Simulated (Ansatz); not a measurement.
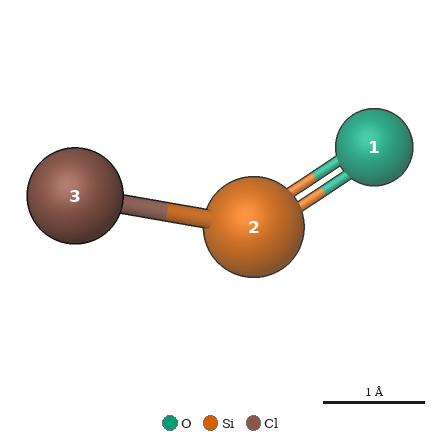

Figure made from data computed with Ansatz.

Orthographic view. Depth is shown by fading: the farther an atom, the more it takes the colour of the background. State: neutral, doublet. Geometry: atoms displaced at random (about 0.07 Å) from a stationary point of GFN2-xTB.

List all interatomic distances (Å) as a matrix.

| atom | O1 | Si2 | Cl3 |
| --- | --- | --- | --- |
| O1 | 0.00 |  |  |
| Si2 | 1.44 | 0.00 |  |
| Cl3 | 3.14 | 1.97 | 0.00 |
